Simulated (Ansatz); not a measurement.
## Fields on a plane of GaN (zinc blende)

```
GaN
1.0
    0.00000     2.24904     2.24904
    2.24904     0.00000     2.24904
    2.24904     2.24904     0.00000
N Ga
1 1
Direct
  0.75000   0.75000   0.75000
  0.00000   0.00000   0.00000
```

The slice is a {111} plane (indices of the conventional cell) through the point (0.000, 0.000, 0.000) (fractional), spanned by u = [100] and v = [-1 2 0] in vectors of this cell: u (3.18 Å) and v (5.51 Å, at 90° to u). It covers one period; positions are fractions (u, v).

Atoms on it: Ga at (0.00, 0.00); Ga at (0.50, 0.50). Other atoms lie within 1 Å of the plane.

All values below come from PBEsol (plane waves to 420 eV, PAW, scalar-relativistic; Ansatz, a quantum-chemistry and plane-wave program). k mesh 13×13×13. Inside the PAW spheres the values are not all-electron values, and peaks at nuclei hang on which shells count as valence. GaN was relaxed with its symmetry unable to fall.

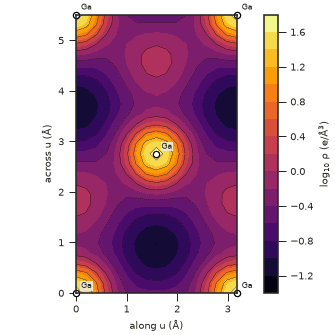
Log₁₀ of the valence density in e/Å³, one period of the plane, atoms marked. The scale is logarithmic, as a density can span decades between atoms and voids.

```tsv
v \ u	0.00	0.12	0.25	0.38	0.50	0.62	0.75	0.88
0.93	x	0.10	0.28	0.68	0.75	0.69	0.28	0.10
0.86	0.22	0.23	0.49	0.79	0.77	0.79	0.49	0.23
0.79	0.16	0.23	0.57	0.76	0.79	0.76	0.57	0.23
0.71	0.06	0.14	0.39	0.60	0.66	0.60	0.39	0.14
0.64	0.05	0.10	0.19	0.24	0.23	0.24	0.19	0.10
0.57	0.16	0.17	0.22	0.11	x	0.11	0.22	0.17
0.50	0.50	0.36	0.22	x	x	x	0.22	0.36
0.43	0.75	0.69	0.28	0.10	x	0.10	0.28	0.68
0.36	0.77	0.79	0.49	0.23	0.22	0.23	0.49	0.79
0.29	0.79	0.76	0.57	0.23	0.16	0.23	0.57	0.76
0.21	0.66	0.60	0.39	0.14	0.06	0.14	0.39	0.60
0.14	0.23	0.24	0.19	0.10	0.05	0.10	0.19	0.24
0.07	x	0.11	0.22	0.17	0.16	0.17	0.22	0.11
0.00	x	x	0.22	0.36	0.50	0.36	0.22	x
```

Values: electron localisation function (ELF). Points within 0.4 Å of a nucleus are blanked (x), as the pseudised field means little there.
